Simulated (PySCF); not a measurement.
## A study: C5H8, SMILES `C1C2CC1C2`

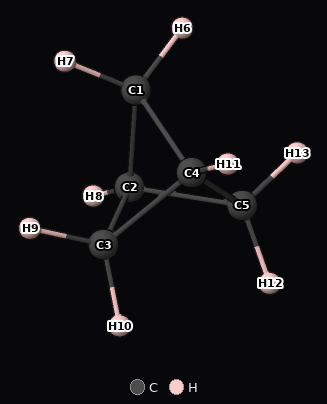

The molecule, with its atoms numbered as below. No frequency check shows the geometry to be a minimum.

Geometry (Å), atoms numbered from 1:

```
C1      -0.3153   -1.1826   -0.0017
C2       0.0001   -0.0016    0.9297
C3      -0.8666    0.8643    0.0014
C4      -0.0001    0.0016   -0.9296
C5       1.1818    0.3182    0.0001
H6       0.3916   -2.0101   -0.0023
H7      -1.3402   -1.5484   -0.0018
H8       0.0004   -0.0040    2.0147
H9      -1.9366    0.6660    0.0006
H10     -0.6708    1.9349    0.0023
H11     -0.0002    0.0040   -2.0145
H12      1.5450    1.3441    0.0017
H13      2.0111   -0.3865   -0.0002
```

Part 1: Excited states

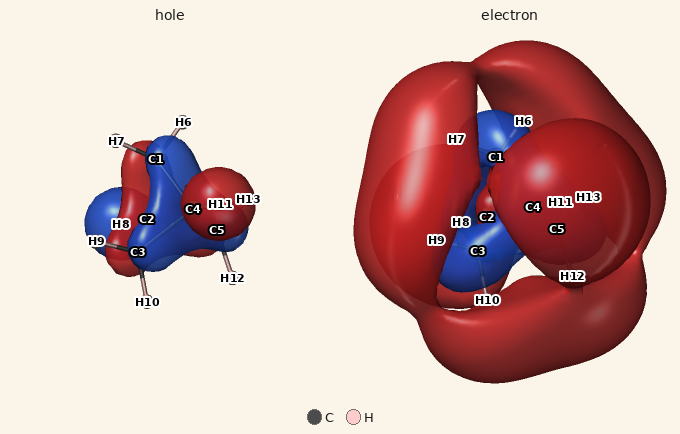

Leading natural transition orbital pair of T₁ (full linear response triplet states); the surfaces enclose about 78 % of each orbital's density.

Computed with PySCF, B3LYP/def2-SVP, geometry: GFN2-xTB. Without diffuse functions Rydberg states are missing, so the states' numbers hold for this basis only.

> Give its energy and the atoms that hole and electron lie on.

8.96 eV (138 nm), spin-forbidden from the singlet ground state, partly diffuse acceptor orbital, which a basis without diffuse functions describes poorly; the leading pair carries 98 %; hole on C2 and C4 (20 % each), H8 and H11 (14 % each) and C1, C3 and C5 (10 % each), electron on H8 and H11 (13 % each), C2 and C4 (7 % each) and H6, H7, H9, H10, H12 and H13 (7 % each) (atom shares of so diffuse an orbital are rough); their centroids lie 0.0 Å apart. In canonical orbitals it is mainly HOMO → LUMO (92 %). The HOMO–LUMO gap is 10.26 eV.

Part 2: Magnetic shielding

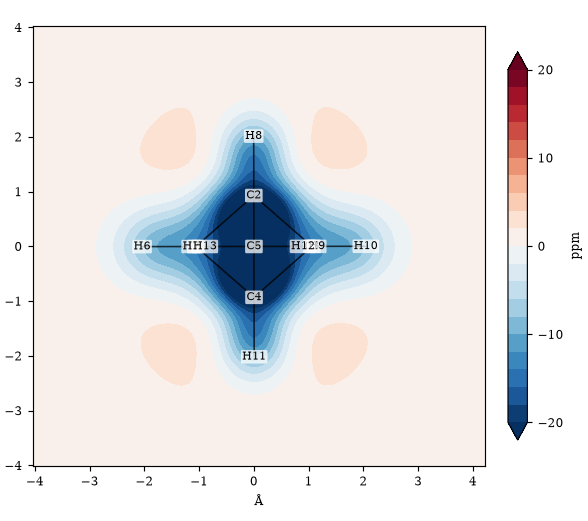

NICSzz (the component normal to the ring) 1.0 Å above the plane of the 4-membered ring C1/C2/C3/C4; GIAO shieldings; atoms are projected onto the map; negative values mean shielding.

PySCF calculation, B3LYP/cc-pVDZ, gas phase; geometry: GFN2-xTB.

> Classify the ring and give its NICS values.

It is shielded above its centre; its σ bonds alone give such values, so they don't measure π aromaticity: NICS(0) = −10.8, NICS(1) = −30.2 and −3.1, NICS(1)zz = −22.4 and −3.2 (two faces) ppm.

Part 3: Stretching a bond

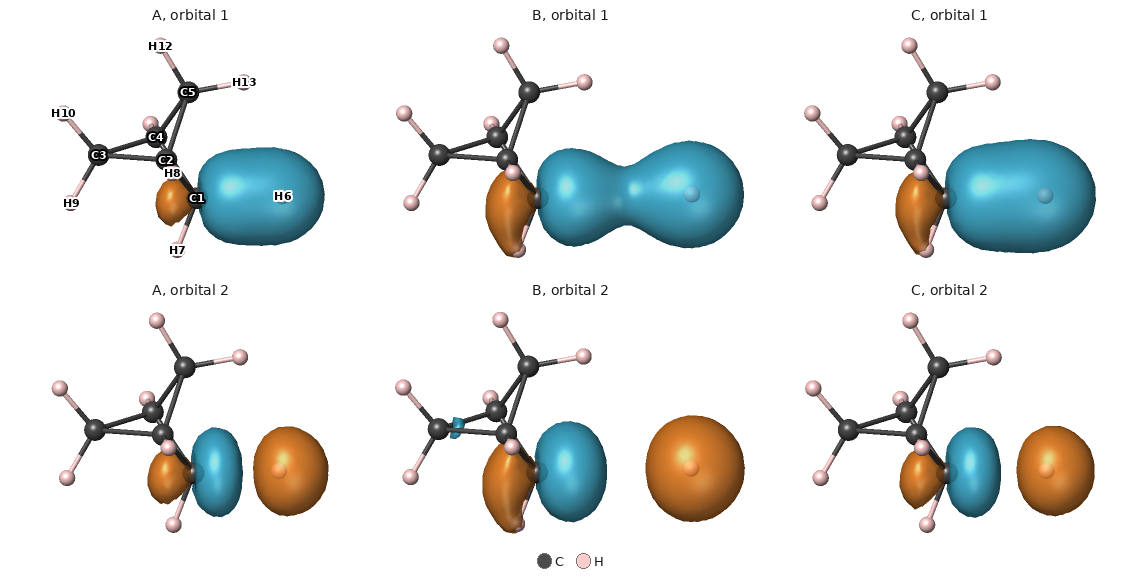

Rigid stretch of the C1–H6 bond. The two CASSCF(2,2) natural orbitals nearest half filling (orbital 1 the more occupied).

PySCF calculation, 6-31+G* basis, gas phase; geometry: GFN2-xTB.

> The columns are at 1.66, 1.93 and 3.00 Å, in some order. Assign them, and give the occupations.

A: 1.66 Å, occupations 1.91 and 0.09. B: 3.00 Å, occupations 1.33 and 0.67. C: 1.93 Å, occupations 1.83 and 0.17.

> Where does the UHF solution part from RHF?

Between 1.66 Å (⟨S²⟩ = 0, the two coincide) and 1.93 Å (⟨S²⟩ = 0.52); at 3.00 Å ⟨S²⟩ is 0.98 and UHF lies 3.0 eV below RHF.

> How much energy does the stretch cost?

By CASSCF, 4.3 eV from the lowest point of the scan (1.07 Å) to 3.00 Å; RHF gives 6.9 eV from its own lowest point. The fragments aren't relaxed and dynamic correlation is missing, so this isn't a bond dissociation energy.
